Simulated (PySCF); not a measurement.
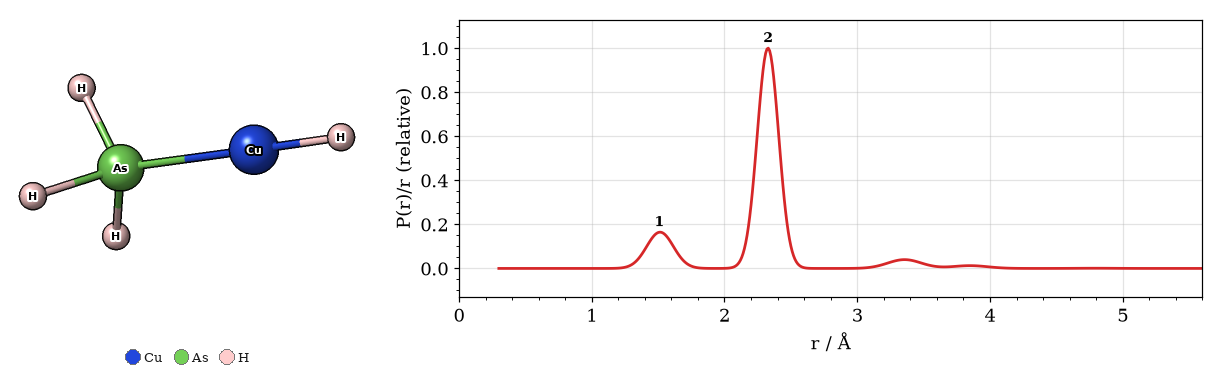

Simulated gas electron diffraction: radial distribution curve of AsCuH₄. Each pair of atoms contributes with weight ZᵢZⱼ/r; damping constant 0.002 Å²; vibrational amplitudes assumed, not computed: 0.05 Å for bonds, 0.078 Å for bonds to H, 0.06 + 0.015 r up to 0.15 Å for other pairs. The geometry is the end point of an optimisation (PBE0-D3(BJ)/def2-SVP geometry optimisation, gas phase (PySCF)); it may be a saddle point or a higher isomer. SMILES: [H][Cu]<-[AsH3].

Read the positions of the numbered peaks and name the main pairs (– for bonds).

Answer. Peak 1, 1.51 Å: As–H 1.51 Å (×3), Cu–H 1.52 Å
Peak 2, 2.33 Å: As–Cu 2.33 Å
